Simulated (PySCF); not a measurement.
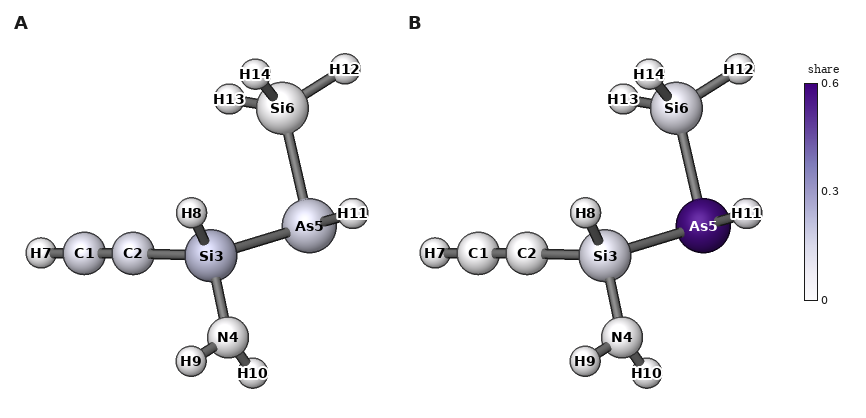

Each panel colours the atoms by their Löwdin share in one orbital (up to four of the largest shares; other atoms are shown as zero). The computed structure is the end point of a GFN2-xTB optimisation. No frequency run is at hand to confirm it as a minimum. Level of theory: CAM-B3LYP/def2-SVPD (PySCF 2.14.0).

The panels show the HOMO, LUMO, in some order. Which is which?

A: LUMO, 0.42 eV; Si3 0.21, As5 0.16, C1 0.13, C2 0.12
B: HOMO, −8.61 eV; As5 0.58, Si3 0.12, Si6 0.10, H11 0.05

The geometry is semi-empirical. Around As, Si such bond lengths and angles can be off by a tenth of an ångström or more and by several degrees, and values that hang on the shape move with them.
